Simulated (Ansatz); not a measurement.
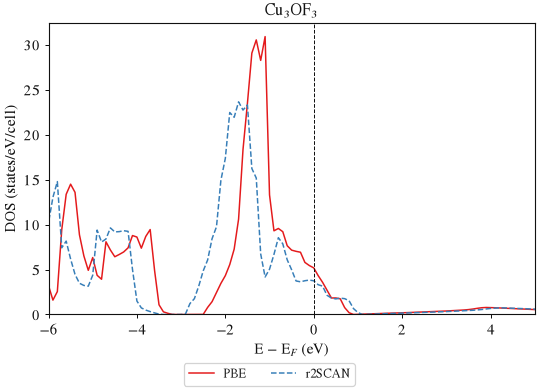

Total densities of states of Cu3OF3, space group Pm-3m (No. 221), 7 atoms in the cell, by two methods on the same cell. Each is counted from its own Fermi level.

What changes from one method to the other?

PBE gives a metal with about 4.9 states per eV and cell at the Fermi level and r2SCAN gives a half-metal with about 3.6 states per eV and cell at the Fermi level. In the window shown, the tallest filled peak lies at −1.1 eV in PBE and −1.7 eV in r2SCAN.

Settings. PBE: DFT PBE, scalar-relativistic, plane waves, PAW, spin-polarised, 10×10×10 k mesh, 420 eV cutoff, Gaussian smearing of 0.1 eV (Ansatz 0.2.0). r2SCAN: DFT r2SCAN, scalar-relativistic, plane waves, PAW, spin-polarised, 10×10×10 k mesh, 500 eV cutoff, Gaussian smearing of 0.1 eV (Ansatz).

The structure is an invented one, so it need not be a known or stable phase.
